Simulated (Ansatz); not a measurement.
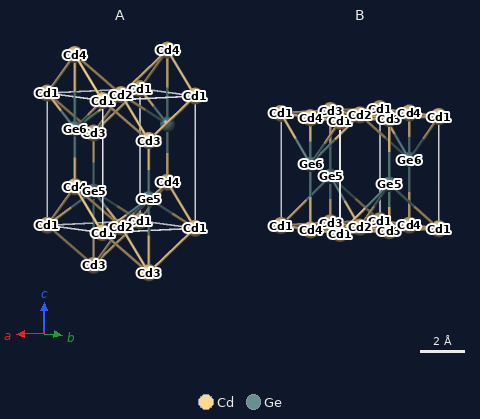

Two geometries of a crystal of Cd2Ge (a generated structure, set up in P4/nmm) (coarse preliminary run), drawn at one scale. One is the start of a relaxation, the other its converged end. A ball-and-stick model of the cell of the calculation, seen from a free direction.

Level of theory: DFT PBE, scalar-relativistic, plane waves, PAW (Ansatz). (plane-wave cutoff 420 eV; k-point mesh 4 × 4 × 4; occupations gaussian; smearing width 0.1 eV; no spin polarisation; cell and atoms relaxed; force threshold 0.04 eV/Å; at most 70 steps)

> Which of the two is the end point?

Structure A is the relaxed one. The energy falls by 5.495 eV per cell of the calculation in 13 accepted moves (15 points after the start). The largest force component goes from 7 to 0.011 eV/Å. The pressure goes from 18.68 to 0.05 GPa. The SCF was repeated twice at an unchanged geometry on a basis and grid sized afresh for the cell, which shifted the energy by 24.9 meV per cell of the calculation at most. The largest moves relative to the cell, 1.96 Å, are those of Cd3 and Cd4. Cd4 goes along +c. Largest moves by element: Cd 1.96 Å, Ge 1.07 Å. Cell: a = b 5.254 → 4.919 Å (−6.4 %), c 5.140 → 6.053 Å (+17.8 %). Volume +3.3 %. Among the contacts that change: Cd3–Ge5 2.132 → 3.393 Å, Cd1–Ge5 3.395 → 2.860 Å, Cd1–Cd3 2.627 → 3.129 Å, Cd3–Ge5 (another image) 3.008 → 2.660 Å. Bond angles that change, for instance: Cd3–Cd1–Cd3 179.2° → 103.6°, Cd1–Cd3–Ge5 89.6° → 128.2°, Cd1–Cd3–Cd2 90.0° → 67.5°. The space group stays P4/nmm (No. 129). The run took 2.6 min on 1 thread of Intel(R) Xeon(R) CPU @ 2.80GHz (Skylake/Cascade Lake) (shared host), peak memory 0.53 GiB.
